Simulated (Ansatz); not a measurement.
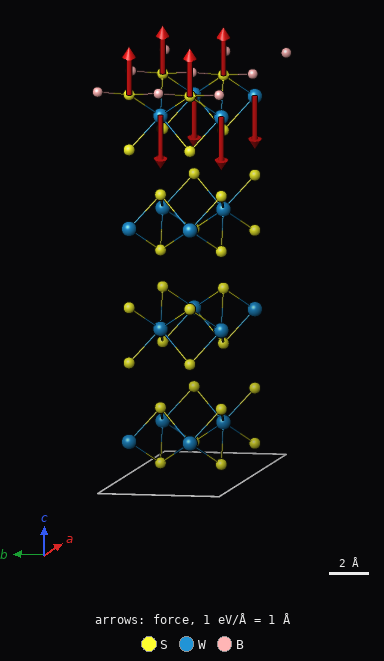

Starting geometry of a slab of composition BW$_{4}$S$_{8}$ (cut from the P6_3/mmc phase) with the computed forces as red arrows. The picture is a ball-and-stick view of the 2 × 2 repeat of the cell, outlined in the plane, without the vacuum, seen from a free direction.

Case: B put at a hollow S-S-S site. The slab is the (0 0 1) face of WS2 with B on it. 6 atoms are held fixed.

The calculation used DFT PBE+D3(BJ), scalar-relativistic, plane waves, PAW in Ansatz 0.2.0. Set-up: plane-wave cutoff 420 eV; k-point mesh 9 × 9 × 1; occupations gaussian; smearing width 0.05 eV; collinear spin; dipole correction; atoms relaxed in a fixed cell; force threshold 0.03 eV/Å; at most 70 steps.

> What follows when this structure is relaxed?

It isn't relaxed: the largest force vector, on a W atom, is 3.09 eV/Å. The final displacements follow the starting forces only in part (cosine between the two patterns 0.67). An S atom moves most: 1.17 Å along the normal (+c). Largest moves by element: S 1.17 Å, B 0.26 Å, W 0.03 Å. The cell doesn't change. Some distances before and after: S–W 2.409 → 3.321 Å, B–S 1.894 → 2.036 Å, S–W 2.408 → 2.375 Å. Among the angles between lasting bonds that change: W–S–B 155.0° → 96.7°, W–S–W 81.8° → 56.7°, S–W–S 81.8° → 56.7°. The energy falls by 1.956 eV per cell of the calculation in 13 accepted moves (14 points after the start). The largest force component goes from 3.1 to 0.0032 eV/Å. The line search rejected the trial step at point 12 of the run. The program noted that the starting moments weren't kept. The run may lie on a higher electronic state than the lowest, so the end point isn't shown to be the ground-state structure.

Limits of the set-up: the periodic images lie only 3.2 Å apart, so the values are limited by the cell's size.
